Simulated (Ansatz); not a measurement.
Cu, response to strain

Take Cu in the fcc (Cu type) structure (space group Fm-3m, No. 225; a = 3.5184 Å; relaxed with 0.1 eV smearing) as the base. Axes: x, y, z lie along the cube axes.

Strains are applied to the cell and any free atomic positions relax.

Method: DFT with LDA, PAW potentials and a 420 eV plane-wave cutoff in Ansatz (a quantum-chemistry and plane-wave program), no SOC.

Notes on the quantities. energy relative to the base: free energy F.

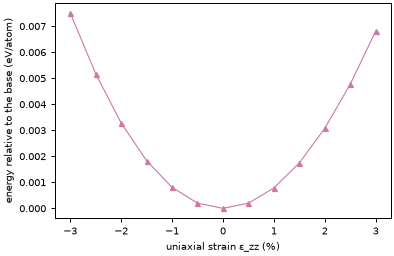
Fig. 1. Energy relative to the base against uniaxial strain ε_zz

Problem. From the plot, what is the energy relative to the base for uniaxial strain ε_zz = −0.50 %?

Solution. About 0.0002 eV/atom.

Problem. Is the trend monotonic over the range shown?

Solution. No, it turns within the range, spanning 0 meV/atom to +7.5 meV/atom.

Stability against distortions was not tested. The final runs are not spin-polarised.
